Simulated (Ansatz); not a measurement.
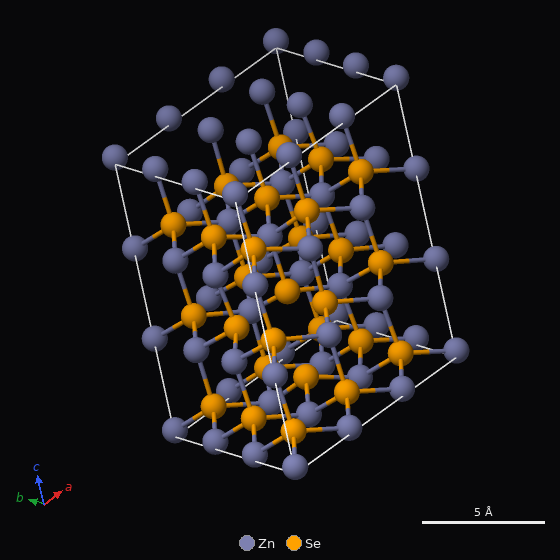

Crystal structure, ball-and-stick style, seen slightly off an axis. One supercell is framed, with atoms on its boundary repeated. The host is ZnSe, in a cell of 54 sites, and the cell carries a charge of -2.

> Spot the defect.

A zinc vacancy. Around the empty site lie four Se at about 2.3 Å.

The calculation used DFT PBE, scalar-relativistic, plane waves, PAW in Ansatz, with a kinetic-energy cutoff of 420 eV, k-points on a 2×2×2 grid, Gaussian smearing of 0.01 eV, collinear spins.

> Does the cell have a net magnetic moment?

No net moment.

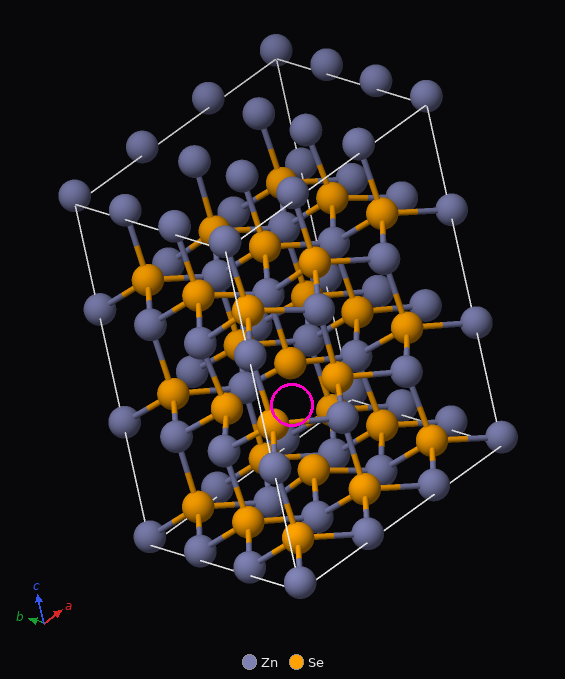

The same cell with a ring at the defect's site.

The atoms were relaxed in the host's cell with DFT PBE, scalar-relativistic, plane waves, PAW in Ansatz 0.2.0.
